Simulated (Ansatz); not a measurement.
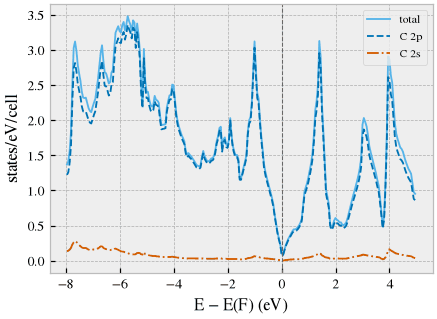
Figure: Total and projected density of states of C in space group Imma (No. 74; C on 8g, C on 8h), PBE in the plane-wave PAW code Ansatz

Problem. Which orbitals carry the states next to the Fermi level?

Solution. Within 0.5 eV of the Fermi level: C 2p 95 %. Projections are on Löwdin-orthogonalised atomic valence shells; empty p or d shells of many metals are not among them.

Problem. Where is the tallest occupied peak in this window, and what makes it?

Solution. Near -5.7 eV, about 3.5 states/eV per cell; the largest projected share is C 2p.

The start of the workflow was typed in or built on a structure type; neither database checked (COD, Materials Project) lists it. It is not the phase usual at ambient conditions (space group No. 194, 227). Symmetry was held in the PBE relaxation; whether a distortion lowers the energy is not shown.

Potentials: the later of the program's two PAW sets.
